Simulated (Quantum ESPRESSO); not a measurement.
# Gap and tunnelling decay at a withheld lattice constant: KMgF3, cubic perovskite type

Method. Quantum ESPRESSO 7.5 (pw.x, pwcond.x with ikind = 0), PBE, GBRV ultrasoft, cubic crystals. κ is the slowest decay along [001] at mid-gap among three points across the current.

| a (Å) | gap on the mesh (eV) | κ (1/Å) |
| --- | --- | --- |
| 3.905 | 7.802 | 0.557 |
| 4.030 | 7.074 | 0.538 |
| 4.279 | 5.887 | 0.502 |
| 4.403 | 5.396 | 0.487 |

**Question.** What are gap and κ at a = 4.154 Å?

**Worked estimate.** A line through the rows at 4.030 and 4.279 Å gives a gap of 7.074 + 0.498 × (5.887 − 7.074) = 6.48 eV and κ = 0.520 1/Å. The two-band model κ = 0.5123 √(m* E_g/4) needs m* = 0.624 at 4.030 Å; with that mass and the new gap, κ = 0.515 1/Å.

**The withheld run.** The gap is 6.444 eV and κ = 0.520 1/Å. The line misses the gap by +0.039 eV and κ by +0.0 %; the two-band estimate misses κ by −1.0 %.

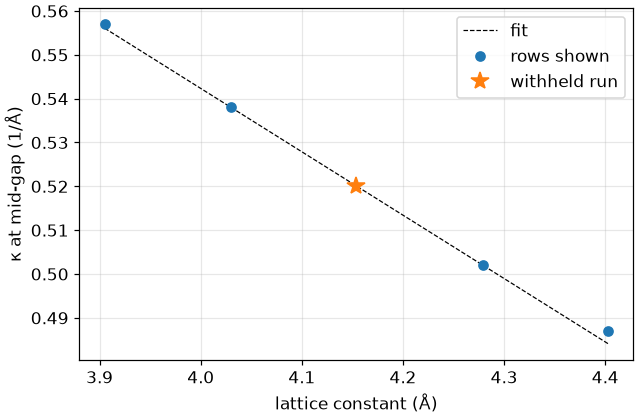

The rows shown, the fit and the withheld run.

**Limits.** The structure type is imposed. Local and semilocal gaps and decay constants are too small; no spin-orbit coupling. For an indirect gap m* is a fitting number alone.
